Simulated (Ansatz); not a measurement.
Energy against volume for Ga2O3 (beta-Ga2O3 type, space group C2/m)

Ga$_{2}$O$_{3}$ (beta-Ga2O3 type, space group C2/m)

Space group C2/m (No. 12); a = 12.4552 Å, b = 3.0835 Å, c = 5.8776 Å, α = 90.00°, β = 103.70°, γ = 90.00°

```tsv
atom	site	symmetry	x	y	z
Ga	4i	m	0.0899	0.0000	0.7947
Ga	4i	m	0.1585	0.5000	0.3142
O	4i	m	0.1635	0.0000	0.1092
O	4i	m	0.1737	0.0000	0.5644
O	4i	m	0.4960	0.0000	0.2567
```
(The calculation used a cell of 10 atoms; values per cell refer to that cell.)

This relaxed cell (volume V₀) is scaled evenly in all directions, its shape held. The atoms relax within the cell's symmetry.

Calculation: PBE (plane waves to 420 eV, PAW, scalar-relativistic; Ansatz, an electronic-structure program). k mesh 11×11×6 (Γ-centred), Fermi-Dirac smearing 0.05 eV. The energy includes the smearing's −TS. Compression counts positive. With the shape held, the modulus is that of even scaling; a crystal free to change shape is softer. Ga2O3 was relaxed with its symmetry unable to fall. ΔE is measured from the relaxed starting cell.

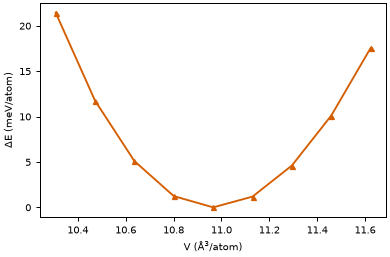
*ΔE (meV/atom) against V (Å³/atom); one marker a computed point.*

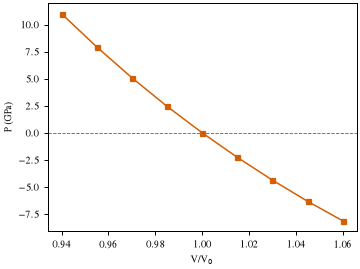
P (GPa) against V/V₀; computed points joined by lines.

The pressure derivative B₀′ (fit) comes out as 4.0, the pressure at the smallest volume is 11.0 GPa and the equilibrium volume of the fit comes out as 10.97 Å³/atom. The energy cost of the largest compression is 21.5 meV/atom and the pressure for 5 % compression (fit) is 8.9 GPa.

P = (3B₀/2)(x⁷ − x⁵)[1 + ¾(B₀′ − 4)(x² − 1)] with x = (1/0.95)^(1/3), B₀ = 157 GPa and B₀′ = 3.99.

(Under strain, the slope of the energy per volume gives the stress and its curvature an elastic modulus.)
